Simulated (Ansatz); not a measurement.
# CH2NSi (SMILES N#C[SiH2]): levels of theory compared

Aim: a comparison of 6 runs (UHF/STO-3G, U-r2SCAN0/STO-3G, U-revPBE/STO-3G, UCAM-B3LYP/STO-3G, RPA@PBE/STO-3G, UCCSDT/STO-3G) of CH2NSi. 

The calculation is run with Ansatz 0.2.0.

74 further runs of the same task are left out: 5 that didn't finish, 69 set aside as unsound or not needed.

## Step 1: Starting point

CH2NSi has 5 atoms, charge 0, and is taken as a doublet. SMILES: `N#C[SiH2]`. The C2–N1 distance was set to 1.732 Å, away from the relaxed value.

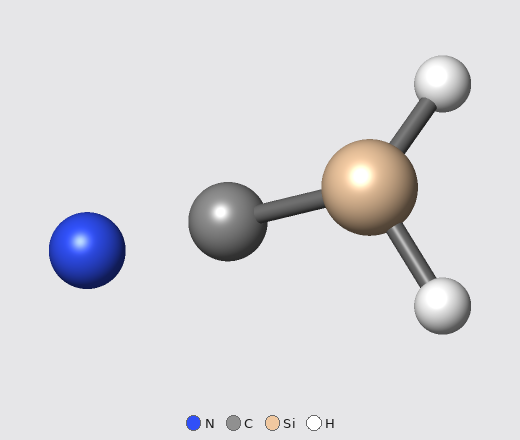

The structure, seen from a chosen angle (nitrogen blue, carbon grey, silicon light orange, hydrogen white).

## Step 2: The energy at UHF/STO-3G (run 1)

Contents of input.yaml:

```yaml
crystal:
  periodic: [false, false, false]
  atoms:
    - symbol: N
      position_ang: [1.279743, -1.516191, 2.006487]
    - symbol: C
      position_ang: [0.565900, -0.625200, 0.703900]
    - symbol: Si
      position_ang: [-0.092000, 0.267800, -0.751900]
    - symbol: H
      position_ang: [-1.455400, -0.223000, -1.053700]
    - symbol: H
      position_ang: [-0.010400, 1.726000, -0.511800]
basis:
  gaussian:
    orbitals: STO-3G
magnetization:
  spin_polarized: true
  initial_magnetization: 1
hamiltonian:
  xc: hf
accuracy: high
```

On the command line:

```
ansatz run input.yaml --threads 1 --pin off --max-ram 2610MiB --events-out events.jsonl --progress --plain --runs-dir runs
```

Log:

```text
Warning: RAYON_NUM_THREADS=1 ignored (pool sized by the plan → 1); use --threads N
Functional definition: HF
  name "HF"
  exchange = exact_x
  correlation = 0
368 factors; integrals over basis functions are off by at most 8.7e-9 eV
mean field evaluation 1: about -10259.0088 eV, gradient 4.2e1 eV
mean field evaluation 2: about -10259.0225 eV, gradient 4.2e1 eV
mean field evaluation 4: about -10269.9695 eV, gradient 1.9e1 eV
mean field evaluation 8: about -10272.1323 eV, gradient 6.7e0 eV
mean field evaluation 16: about -10275.9365 eV, gradient 4.4e0 eV
mean field evaluation 32: about -10278.2377 eV, gradient 8.6e-1 eV
mean field evaluation 64: about -10274.3731 eV, gradient 1.6e0 eV
mean field evaluation 96: about -10277.0063 eV, gradient 1.1e0 eV
mean field evaluation 128: about -10272.6696 eV, gradient 2.3e0 eV
mean field evaluation 160: about -10271.7345 eV, gradient 1.2e1 eV
mean field evaluation 192: about -10270.6783 eV, gradient 1.2e1 eV
mean field -10279.00996555 eV, -377.7466488709 hartree, gradient 2.0e-8 eV, S^2 2.732919; 4 other end points of the search recorded, 0 dependent functions left out
reference -10279.00996555 eV, -377.7466488709 hartree; 15, 14 occupied and 6, 7 virtual orbitals, 368 factors
Total energy: -10279.00996555 eV, -377.7466488709 hartree
```

Run time: 0.48 s. Hardware: 1 thread of Arm Neoverse V1, shared host.

## Step 3: The energy at U-r2SCAN0/STO-3G (run 2)

Contents of in.yaml:

```yaml
crystal:
  periodic: [false, false, false]
  atoms:
    - {symbol: "N", position_ang: [1.279743, -1.516191, 2.006487]}
    - {symbol: C, position_ang: [0.565900, -0.625200, 0.703900]}
    - {symbol: Si, position_ang: [-0.092000, 0.267800, -0.751900]}
    - {symbol: H, position_ang: [-1.455400, -0.223000, -1.053700]}
    - {symbol: H, position_ang: [-0.010400, 1.726000, -0.511800]}
basis:
  gaussian: {orbitals: STO-3G}
magnetization: {spin_polarized: true, initial_magnetization: 1}
accuracy: high
hamiltonian: {xc: {name: r2SCAN0}}
```

On the command line:

```
ansatz run in.yaml --threads 1 --pin off --max-ram 2610MiB --events-out events.jsonl --progress --plain --runs-dir runs
```

Log:

```text
Warning: RAYON_NUM_THREADS=1 ignored (pool sized by the plan → 1); use --threads N
Functional definition: r2SCAN0
  name "r2SCAN0"
  parameter a = 0.25
  parameter k0 = 0.174
  parameter k1 = 0.065
  parameter a1 = 4.9479
  exchange = (1 - a)*r2scan_x(k0 = k0, k1 = k1, a1 = a1) + a*exact_x
  correlation = r2scan_c
368 factors; integrals over basis functions are off by at most 8.7e-9 eV
mean field evaluation 1: about -10290.8113 eV, gradient 3.9e1 eV
mean field evaluation 2: about -10175.8763 eV, gradient 9.6e1 eV
mean field evaluation 4: about -10298.1586 eV, gradient 2.2e1 eV
mean field evaluation 8: about -10304.2385 eV, gradient 8.8e-1 eV
mean field evaluation 16: about -10304.1924 eV, gradient 1.1e-3 eV
mean field evaluation 32: about -10303.2949 eV, gradient 6.0e-2 eV
mean field evaluation 64: about -10302.8032 eV, gradient 6.3e-2 eV
mean field -10304.19243094 eV, -378.6720874047 hartree, gradient 7.5e-8 eV, S^2 2.134785; 5 other end points of the search recorded, 0 dependent functions left out
reference -10304.19243150 eV, -378.6720874253 hartree; 15, 14 occupied and 6, 7 virtual orbitals, 368 factors
Total energy: -10304.19243150 eV, -378.6720874253 hartree
```

Run time: 17 s. Hardware: 1 thread of Arm Neoverse V1, shared host; peak memory 0.23 GiB.

Runs 3 to 5 aren't shown in full; the table further down has their settings and results.

## Step 4: The energy at UCCSDT/STO-3G (run 6)

Contents of job.yaml:

```yaml
crystal:
  periodic: [false, false, false]
  atoms:
    - {symbol: N, position_ang: [1.279743, -1.516191, 2.006487]}
    - {symbol: C, position_ang: [0.565900, -0.625200, 0.703900]}
    - {symbol: Si, position_ang: [-0.092000, 0.267800, -0.751900]}
    - {symbol: H, position_ang: [-1.455400, -0.223000, -1.053700]}
    - {symbol: H, position_ang: [-0.010400, 1.726000, -0.511800]}
basis:
  gaussian: {orbitals: STO-3G}
magnetization: {spin_polarized: true, initial_magnetization: 1}
scf: {omitted_lower_state_checks: [cluster_reference, increment]}
accuracy: high
correlation: {method: ccsdt, frozen_orbitals: {C: 1, H: 0, "N": 1, Si: 5}}
```

On the command line:

```
ansatz run job.yaml --threads 1 --pin off --max-ram 2610MiB --events-out events.jsonl --progress --plain --runs-dir runs
```

Log:

```text
Warning: RAYON_NUM_THREADS=1 ignored (pool sized by the plan → 1); use --threads N
[... 14 lines left out ...]
7 core orbitals not correlated: weight in the atoms' cores, before any rotation towards them, 1.000 or more for the frozen orbitals, at most 0.000 for the correlated occupied ones
[... 69 lines left out ...]
Total energy: -10282.61591736 eV, -377.8791651556 hartree
Checks for a lower state left out: cluster_reference, increment
```

Wall time 2.5 s (1 thread of Arm Neoverse V1, shared host).

## Step 5: Overview of the runs

```
run              level  frozen core orbitals  energy (Eh)   ⟨S²⟩  wall time
  1         UHF/STO-3G                     –  -377.746649  2.733     0.48 s
  2   U-r2SCAN0/STO-3G                     –  -378.672087  2.135       17 s
  3    U-revPBE/STO-3G                     –  -378.671690  1.392      2.8 s
  4  UCAM-B3LYP/STO-3G                     –  -378.648527  1.943      6.9 s
  5     RPA@PBE/STO-3G                     7  -377.940146  1.348      3.3 s
  6      UCCSDT/STO-3G                     7  -377.879165  2.733      2.5 s
```

## Step 6: Results

| quantity | value |
| --- | --- |
| run 6: total energy | -377.87917 Eh |
| run 6: correlation energy (7 core orbitals frozen) | -132.5 mEh |
| run 6: ⟨S²⟩ of the reference determinant | 2.733 |
| run 6: T1 diagnostic | 0.074 |

In words: Totals of different functionals can't be ranked against each other. In runs 1, 2, 3, 4, 5, 6 the basis is minimal, so the values are rough. Spin contamination of the reference: run 1 ⟨S²⟩ = 2.73, run 6 ⟨S²⟩ = 2.73, run 2 ⟨S²⟩ = 2.13, run 4 ⟨S²⟩ = 1.94, run 3 ⟨S²⟩ = 1.39, run 5 ⟨S²⟩ = 1.35. Where it is this large, the reference is a mixture of spin states, and values that rest on it are in doubt. All runs together took 33 s, the longest 17 s.
